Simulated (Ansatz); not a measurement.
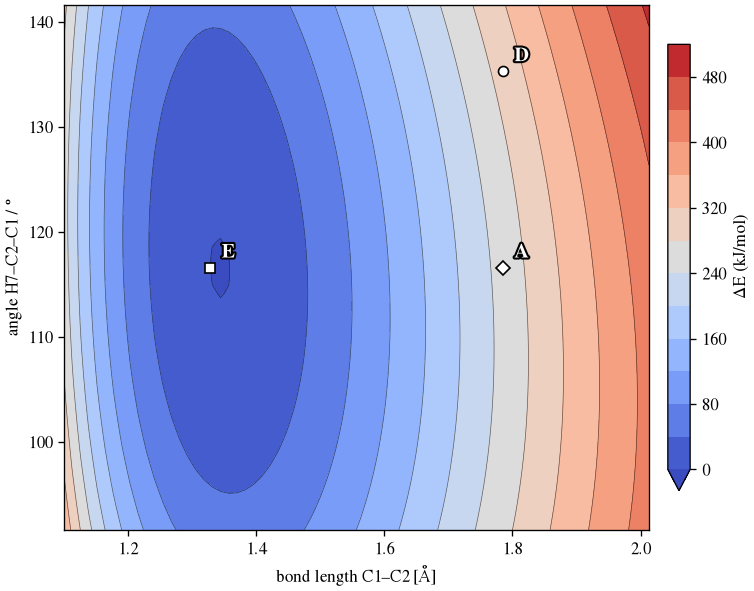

C₂H₄BNa, SMILES C=C[BH][Na]. First axis: bond length C1–C2. Second axis: angle H7–C2–C1. Nothing is relaxed (all other coordinates rigid). The grid has 9 × 9 points. Energies are in kJ/mol, from the lowest grid point. The reference is spin-restricted, which grows unreliable where a bond is stretched far. Theory: RKS PBE0-D4/def2-TZVP in Ansatz 0.2.0.

Drawn: filled contours, lettered points. Between grid points the surface is interpolated.

Is E the lowest point of the computed grid?

Answer. Yes. E, at bond length C1–C2 = 1.328 Å, angle H7–C2–C1 = 116.6°, has the lowest energy of the grid.

What kind of point is each of A, D, E: minimum, saddle, maximum or slope?

Answer. A: on a slope; D: on a slope; E: minimum. (In these two coordinates alone; a stationary point may lie a little off the grid point.)
